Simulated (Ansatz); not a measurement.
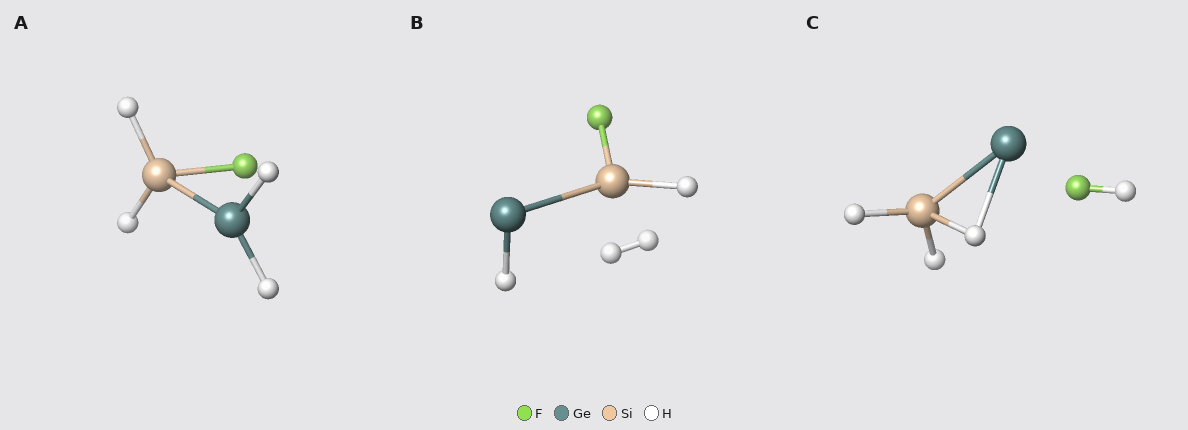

3 stationary structures of one formula. The species has charge +1 and is a spin singlet. Geometries: PBE-D4/def2-SVP. Electronic energies: PBE-D4/def2-SVP (Ansatz 0.2.0), without zero-point energy. No frequency run is at hand to confirm each as a minimum. Each is one conformer, not always the lowest.

**Rank them by energy, lowest first.**

A is lowest (Cs); C lies 21.9 kcal/mol above it (C1), B lies 25.1 kcal/mol above it (C1).
